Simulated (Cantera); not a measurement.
A closed system holds: 1 mol Al, 0.71 mol HCl, 5.1 mol H2, held at 3900 Pa.

Cantera equilibrium calculation (NASA polynomials, part measured and part estimated; ideal gas, pure solids and liquids). Candidate condensed phases: Al, AlCl3; 12 gas species. The tables' values for AlCl2 are old estimates; treat these amounts as uncertain. Rates play no part.

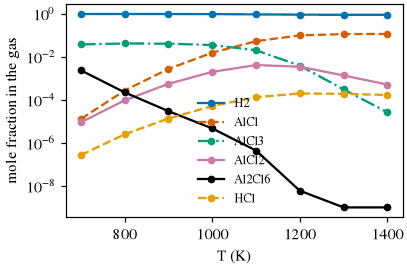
Figure: Equilibrium gas composition (values under 1e-9 drawn at 1e-9)

Q: Read off the mole fractions at 1300 K.

A: H2 about 0.89, AlCl about 0.11, AlCl2 about 0.0013, AlCl3 about 0.00030, HCl about 0.00019.
